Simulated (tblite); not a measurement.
**C₄H₈Si: geometry relaxation (part 1 of 3)**

- system: C₄H₈Si, SMILES CC#C[SiH2]C
- method: GFN2-xTB geometry optimisation, gas phase (tblite 0.8.0)

It belongs to a series of runs on one base structure; here: constitutional isomer.

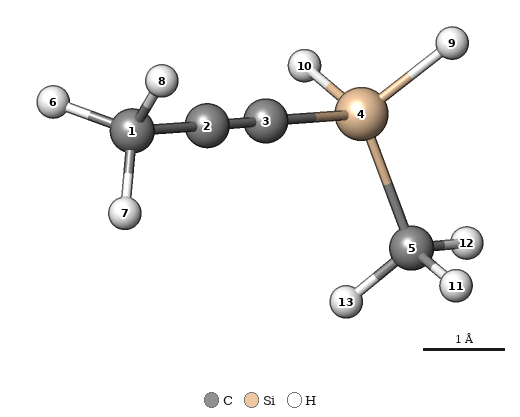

*The starting structure (ball-and-stick view, seen at a tilt; atoms are numbered from 1 in the order of the input).*

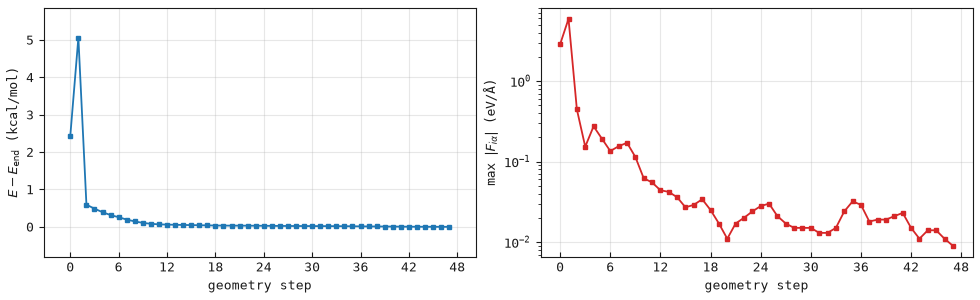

*Progress of the relaxation, step by step (steps are counted from 0).*

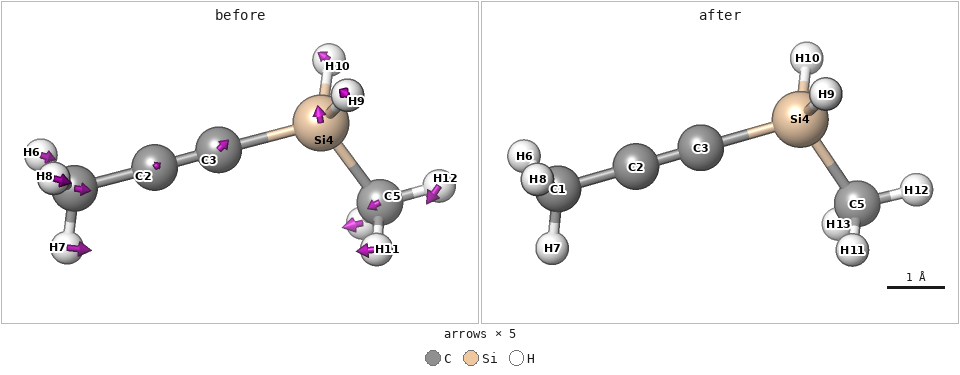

*Before (left) and after (right) the relaxation, at one scale (ball-and-stick view, seen at a tilt). The pink arrows give the displacements, magnified 5 times.*

The largest move after the best rigid fit is that of H7, 0.092 Å. By element the largest moves are H 0.092 Å, Si 0.066 Å, C 0.063 Å. Among the contacts that change: Si4–C5 1.848 → 1.898 Å, C3–Si4 1.886 → 1.846 Å, C1–C2 1.478 → 1.446 Å, Si4–H10 1.499 → 1.470 Å. Among the angles that change: C3–Si4–C5 112.0° → 108.4°, H9–Si4–H10 107.4° → 110.6°. After 47 geometry steps the energy has fallen by 2.44 kcal/mol. Largest force component: 2.9 eV/Å at the start, 0.009 eV/Å at the end. (Atoms are counted from 1 in the order of the input.)

The input and output of the run follow.

The input
```
{"job": {"kind": "relax", "xc": "GFN2-xTB", "basis": "xTB"}, "charge": 0, "multiplicity": 1}
C      3.006300    -0.481900     0.149600
C      1.594800    -0.057300     0.254100
C      0.461700     0.278500     0.361400
Si    -1.338100     0.824900     0.495500
C     -2.469900    -0.278900    -0.461200
H      3.397400    -0.753900     1.126700
H      3.093200    -1.342200    -0.514900
H      3.619000     0.333500    -0.253000
H     -1.473400     2.213000     0.026000
H     -1.750800     0.797800     1.936200
H     -2.215700    -0.267000    -1.534200
H     -3.512500     0.046100    -0.370600
H     -2.416300    -1.312200    -0.111900
```

The first line tells a small driver script what to run in tblite; the rest is the geometry in Å.

Run as:
```bash
OMP_NUM_THREADS=1 python <driver script> task.json out
```

The program's output
```
step      E/eV     max force
  0    -389.01141    3.007
  1    -388.89780    6.208
  2    -389.09140    0.467
  3    -389.09608    0.185
  4    -389.10014    0.289
  5    -389.10352    0.205
  6    -389.10597    0.183
  7    -389.10873    0.167
  8    -389.11086    0.176
  9    -389.11254    0.117
 10    -389.11363    0.071
 11    -389.11425    0.055
 12    -389.11456    0.051
 13    -389.11478    0.052
 14    -389.11496    0.045
 15    -389.11513    0.032
 16    -389.11529    0.031
 17    -389.11546    0.037
 18    -389.11560    0.032
 19    -389.11570    0.019
 20    -389.11574    0.017
 21    -389.11577    0.017
 22    -389.11580    0.020
 23    -389.11585    0.024
 24    -389.11593    0.029
 25    -389.11602    0.031
 26    -389.11610    0.026
 27    -389.11615    0.020
 28    -389.11619    0.017
 29    -389.11622    0.017
 30    -389.11626    0.017
 31    -389.11630    0.016
 32    -389.11632    0.016
 33    -389.11635    0.018
 34    -389.11640    0.028
 35    -389.11648    0.037
 36    -389.11659    0.033
 37    -389.11667    0.021
 38    -389.11672    0.020
 39    -389.11676    0.021
 40    -389.11683    0.029
 41    -389.11691    0.032
 42    -389.11699    0.021
 43    -389.11703    0.014
 44    -389.11706    0.016
 45    -389.11709    0.015
 46    -389.11712    0.012
 47    -389.11713    0.010
```

Trajectory as extended XYZ (Å, eV, eV/Å), 48 frames, from step=0 to step=47
```
13
Properties=species:S:1:pos:R:3:forces:R:3 step=0 energy=-389.01141
C     3.0063   -0.4819    0.1496   -0.6350   0.3730  -0.1260
C     1.5948   -0.0573    0.2541    2.8740  -0.8630  -0.1950
C     0.4617    0.2785    0.3614   -2.7260   0.7900   0.1730
Si   -1.3381    0.8249    0.4955    1.1270   0.5840   1.0730
C    -2.4699   -0.2789   -0.4612   -0.6430  -0.6670  -0.9280
H     3.3974   -0.7539    1.1267   -0.0860   0.0020   0.0880
H     3.0932   -1.3422   -0.5149   -0.0820   0.0410   0.0170
H     3.6190    0.3335   -0.2530   -0.2050  -0.1140   0.0650
H    -1.4734    2.2130    0.0260    0.1010  -0.0280  -0.0580
H    -1.7508    0.7978    1.9362    0.2080  -0.0400  -0.3640
H    -2.2157   -0.2670   -1.5342   -0.1640  -0.1120   0.4280
H    -3.5125    0.0461   -0.3706    0.2620  -0.1010  -0.0350
H    -2.4163   -1.3122   -0.1119   -0.0320   0.1360  -0.1390
13
Properties=species:S:1:pos:R:3:forces:R:3 step=1 energy=-388.89780
C     2.9972   -0.4765    0.1478    0.7090  -0.2260  -0.0570
C     1.6358   -0.0696    0.2513   -5.9230   1.7690   0.5770
C     0.4227    0.2898    0.3639    5.5050  -1.6460  -0.5430
Si   -1.3221    0.8332    0.5108   -0.2620   0.2830   0.4130
C    -2.4791   -0.2884   -0.4744    0.0330   0.0020  -0.0120
H     3.3961   -0.7538    1.1280   -0.0780   0.0250  -0.0290
H     3.0921   -1.3416   -0.5146   -0.0350   0.0460   0.0170
H     3.6161    0.3319   -0.2521   -0.0820  -0.0170   0.0050
H    -1.4719    2.2126    0.0251    0.0900   0.0170  -0.0450
H    -1.7479    0.7972    1.9310    0.1410  -0.0300  -0.1430
H    -2.2180   -0.2686   -1.5281   -0.0750  -0.1170  -0.0280
H    -3.5088    0.0447   -0.3711    0.0210  -0.0510  -0.0470
H    -2.4167   -1.3103   -0.1139   -0.0430  -0.0560  -0.1080
13
Properties=species:S:1:pos:R:3:forces:R:3 step=2 energy=-389.09140
C     3.0001   -0.4771    0.1472   -0.1600   0.0120   0.0300
C     1.6078   -0.0612    0.2542   -0.4090   0.1310   0.0840
C     0.4487    0.2820    0.3612    0.4440  -0.1270  -0.0720
Si   -1.3215    0.8359    0.5151    0.1660   0.0320   0.2100
C    -2.4801   -0.2896   -0.4762    0.1360   0.0820   0.1150
H     3.3955   -0.7537    1.1280   -0.1210   0.0400  -0.0390
H     3.0917   -1.3413   -0.5145   -0.0780   0.0600   0.0200
H     3.6153    0.3316   -0.2520   -0.1130   0.0100   0.0010
H    -1.4712    2.2127    0.0248    0.1070   0.0230  -0.0420
H    -1.7467    0.7970    1.9296    0.1380  -0.0320  -0.0700
H    -2.2188   -0.2695   -1.5275   -0.0570  -0.1120  -0.0910
H    -3.5082    0.0442   -0.3714   -0.0100  -0.0400  -0.0450
H    -2.4170   -1.3103   -0.1148   -0.0430  -0.0780  -0.1010
13
Properties=species:S:1:pos:R:3:forces:R:3 step=3 energy=-389.09608
C     2.9970   -0.4767    0.1477   -0.1060   0.0220   0.0080
C     1.6056   -0.0605    0.2551    0.1100  -0.0270   0.0320
C     0.4517    0.2812    0.3604   -0.1110   0.0400  -0.0130
Si   -1.3184    0.8364    0.5185    0.1530   0.0230   0.1020
C    -2.4782   -0.2886   -0.4747    0.1110   0.0540   0.0620
H     3.3937   -0.7531    1.1274   -0.1200   0.0360  -0.0220
H     3.0905   -1.3404   -0.5142   -0.0880   0.0550   0.0170
H     3.6135    0.3317   -0.2519   -0.1270   0.0030   0.0080
H    -1.4696    2.2130    0.0241    0.1120   0.0050  -0.0290
H    -1.7446    0.7965    1.9284    0.1250  -0.0320  -0.0080
H    -2.2197   -0.2712   -1.5287   -0.0520  -0.0940  -0.0300
H    -3.5083    0.0436   -0.3721    0.0270  -0.0370  -0.0340
H    -2.4177   -1.3115   -0.1163   -0.0340  -0.0490  -0.0930
13
Properties=species:S:1:pos:R:3:forces:R:3 step=4 energy=-389.10014
C     2.9930   -0.4760    0.1481   -0.0300   0.0160  -0.0070
C     1.6048   -0.0600    0.2566    0.2400  -0.0690   0.0090
C     0.4528    0.2810    0.3594   -0.2740   0.0910   0.0150
Si   -1.3130    0.8375    0.5232    0.0610   0.0200  -0.0360
C    -2.4748   -0.2869   -0.4727    0.0610   0.0040   0.0020
H     3.3898   -0.7519    1.1266   -0.1010   0.0240   0.0130
H     3.0878   -1.3386   -0.5136   -0.0900   0.0280   0.0000
H     3.6095    0.3318   -0.2517   -0.1140   0.0190   0.0030
H    -1.4660    2.2133    0.0231    0.1160  -0.0120  -0.0130
H    -1.7404    0.7955    1.9275    0.1050  -0.0290   0.0720
H    -2.2214   -0.2744   -1.5300   -0.0330  -0.0620   0.0310
H    -3.5076    0.0423   -0.3733    0.0740  -0.0250  -0.0150
H    -2.4189   -1.3132   -0.1194   -0.0160  -0.0060  -0.0730
13
Properties=species:S:1:pos:R:3:forces:R:3 step=5 energy=-389.10352
C     2.9890   -0.4751    0.1483    0.0260   0.0010  -0.0090
C     1.6045   -0.0596    0.2586    0.1380  -0.0420   0.0010
C     0.4525    0.2815    0.3584   -0.1920   0.0690   0.0190
Si   -1.3070    0.8392    0.5270   -0.0640   0.0090  -0.1280
C    -2.4703   -0.2854   -0.4708    0.0040  -0.0460  -0.0450
H     3.3840   -0.7502    1.1262   -0.0660   0.0080   0.0500
H     3.0833   -1.3363   -0.5131   -0.0820  -0.0080  -0.0230
H     3.6033    0.3324   -0.2515   -0.0770   0.0490  -0.0110
H    -1.4601    2.2134    0.0218    0.1130  -0.0120  -0.0020
H    -1.7341    0.7939    1.9281    0.0880  -0.0240   0.1210
H    -2.2238   -0.2788   -1.5306    0.0020  -0.0220   0.0560
H    -3.5054    0.0406   -0.3748    0.0980  -0.0030   0.0090
H    -2.4203   -1.3150   -0.1239    0.0110   0.0210  -0.0370
13
Properties=species:S:1:pos:R:3:forces:R:3 step=6 energy=-389.10597
C     2.9862   -0.4745    0.1484    0.0380  -0.0070  -0.0020
C     1.6042   -0.0594    0.2603   -0.0060  -0.0030  -0.0020
C     0.4515    0.2823    0.3577   -0.0590   0.0290   0.0120
Si   -1.3038    0.8406    0.5279   -0.1350  -0.0090  -0.1230
C    -2.4668   -0.2850   -0.4699   -0.0290  -0.0700  -0.0630
H     3.3785   -0.7489    1.1267   -0.0330  -0.0030   0.0640
H     3.0784   -1.3348   -0.5132   -0.0670  -0.0300  -0.0330
H     3.5974    0.3338   -0.2516   -0.0400   0.0640  -0.0190
H    -1.4535    2.2133    0.0207    0.1020   0.0040  -0.0030
H    -1.7277    0.7922    1.9305    0.0830  -0.0170   0.1080
H    -2.2255   -0.2825   -1.5303    0.0350   0.0070   0.0330
H    -3.5020    0.0393   -0.3757    0.0790   0.0190   0.0260
H    -2.4212   -1.3160   -0.1280    0.0320   0.0150   0.0010
13
Properties=species:S:1:pos:R:3:forces:R:3 step=7 energy=-389.10873
C     2.9834   -0.4739    0.1487    0.0200  -0.0080   0.0070
C     1.6030   -0.0589    0.2624   -0.1420   0.0340  -0.0060
C     0.4498    0.2837    0.3571    0.0630  -0.0110   0.0020
Si   -1.3028    0.8419    0.5270   -0.1550  -0.0330  -0.0540
C    -2.4630   -0.2857   -0.4700   -0.0490  -0.0740  -0.0620
H     3.3713   -0.7473    1.1286    0.0040  -0.0120   0.0540
H     3.0713   -1.3336   -0.5139   -0.0420  -0.0350  -0.0290
H     3.5897    0.3369   -0.2521   -0.0030   0.0590  -0.0180
H    -1.4437    2.2135    0.0193    0.0790   0.0280  -0.0080
H    -1.7183    0.7900    1.9352    0.0800  -0.0080   0.0490
H    -2.2266   -0.2868   -1.5298    0.0710   0.0340  -0.0220
H    -3.4968    0.0382   -0.3763    0.0210   0.0420   0.0390
H    -2.4215   -1.3173   -0.1326    0.0530  -0.0160   0.0470
13
Properties=species:S:1:pos:R:3:forces:R:3 step=8 energy=-389.11086
C     2.9814   -0.4736    0.1490   -0.0150   0.0000   0.0120
C     1.6011   -0.0584    0.2638   -0.1710   0.0410  -0.0120
C     0.4479    0.2850    0.3568    0.0860  -0.0240  -0.0020
Si   -1.3048    0.8421    0.5253   -0.1060  -0.0400   0.0220
C    -2.4610   -0.2877   -0.4711   -0.0480  -0.0560  -0.0450
H     3.3657   -0.7463    1.1311    0.0250  -0.0120   0.0210
H     3.0649   -1.3333   -0.5150   -0.0180  -0.0180  -0.0090
H     3.5834    0.3403   -0.2528    0.0130   0.0290  -0.0070
H    -1.4344    2.2141    0.0180    0.0550   0.0350  -0.0100
H    -1.7093    0.7880    1.9399    0.0720   0.0000  -0.0100
H    -2.2262   -0.2895   -1.5299    0.0850   0.0440  -0.0660
H    -3.4924    0.0382   -0.3760   -0.0370   0.0460   0.0360
H    -2.4207   -1.3186   -0.1354    0.0580  -0.0450   0.0710
13
Properties=species:S:1:pos:R:3:forces:R:3 step=9 energy=-389.11254
C     2.9796   -0.4732    0.1494   -0.0490   0.0120   0.0110
C     1.5984   -0.0578    0.2643   -0.1140   0.0230  -0.0160
C     0.4458    0.2863    0.3567    0.0350  -0.0170  -0.0020
Si   -1.3085    0.8415    0.5239   -0.0270  -0.0260   0.0610
C    -2.4604   -0.2904   -0.4730   -0.0320  -0.0270  -0.0220
H     3.3618   -0.7457    1.1334    0.0290  -0.0050  -0.0210
H     3.0594   -1.3334   -0.5160    0.0000   0.0090   0.0170
H     3.5788    0.3435   -0.2534    0.0120  -0.0110   0.0100
H    -1.4260    2.2153    0.0169    0.0320   0.0220  -0.0050
H    -1.7008    0.7865    1.9435    0.0560   0.0040  -0.0460
H    -2.2240   -0.2906   -1.5311    0.0760   0.0390  -0.0740
H    -3.4896    0.0391   -0.3750   -0.0690   0.0290   0.0180
H    -2.4189   -1.3205   -0.1360    0.0500  -0.0510   0.0680
13
Properties=species:S:1:pos:R:3:forces:R:3 step=10 energy=-389.11363
C     2.9777   -0.4727    0.1499   -0.0580   0.0170   0.0070
C     1.5957   -0.0574    0.2642   -0.0340   0.0000  -0.0160
C     0.4439    0.2871    0.3568   -0.0270  -0.0050   0.0000
Si   -1.3115    0.8405    0.5237    0.0260  -0.0050   0.0470
C    -2.4608   -0.2928   -0.4749   -0.0130   0.0000  -0.0020
H     3.3601   -0.7455    1.1345    0.0210   0.0020  -0.0470
H     3.0561   -1.3333   -0.5163    0.0070   0.0280   0.0320
H     3.5761    0.3453   -0.2536    0.0020  -0.0370   0.0210
H    -1.4202    2.2163    0.0162    0.0160  -0.0010   0.0040
H    -1.6946    0.7857    1.9452    0.0370   0.0050  -0.0430
H    -2.2211   -0.2904   -1.5331    0.0510   0.0270  -0.0410
H    -3.4891    0.0402   -0.3740   -0.0620  -0.0020  -0.0050
H    -2.4167   -1.3225   -0.1350    0.0330  -0.0290   0.0430
13
Properties=species:S:1:pos:R:3:forces:R:3 step=11 energy=-389.11425
C     2.9758   -0.4722    0.1502   -0.0440   0.0140   0.0010
C     1.5935   -0.0572    0.2638    0.0140  -0.0110  -0.0110
C     0.4423    0.2875    0.3569   -0.0550  -0.0010   0.0000
Si   -1.3129    0.8399    0.5242    0.0320   0.0090   0.0070
C    -2.4615   -0.2942   -0.4761    0.0000   0.0150   0.0100
H     3.3597   -0.7454    1.1343    0.0100   0.0050  -0.0460
H     3.0545   -1.3328   -0.5159    0.0060   0.0280   0.0300
H     3.5749    0.3456   -0.2533   -0.0050  -0.0380   0.0210
H    -1.4168    2.2168    0.0160    0.0080  -0.0160   0.0100
H    -1.6906    0.7853    1.9454    0.0210   0.0040  -0.0180
H    -2.2185   -0.2896   -1.5348    0.0250   0.0150   0.0030
H    -3.4900    0.0408   -0.3735   -0.0330  -0.0280  -0.0230
H    -2.4148   -1.3240   -0.1335    0.0190   0.0040   0.0150
13
Properties=species:S:1:pos:R:3:forces:R:3 step=12 energy=-389.11456
C     2.9740   -0.4716    0.1504   -0.0210   0.0070  -0.0020
C     1.5922   -0.0572    0.2634    0.0180  -0.0110  -0.0060
C     0.4411    0.2874    0.3569   -0.0440  -0.0050  -0.0020
Si   -1.3130    0.8398    0.5247    0.0120   0.0120  -0.0200
C    -2.4619   -0.2946   -0.4765    0.0050   0.0180   0.0120
H     3.3598   -0.7453    1.1333    0.0040   0.0040  -0.0280
H     3.0539   -1.3321   -0.5151    0.0010   0.0150   0.0170
H     3.5743    0.3450   -0.2528   -0.0050  -0.0220   0.0140
H    -1.4151    2.2168    0.0161    0.0050  -0.0160   0.0110
H    -1.6883    0.7852    1.9451    0.0110   0.0030   0.0030
H    -2.2167   -0.2889   -1.5356    0.0110   0.0080   0.0310
H    -3.4911    0.0406   -0.3737   -0.0080  -0.0410  -0.0300
H    -2.4135   -1.3246   -0.1325    0.0110   0.0260  -0.0010
```
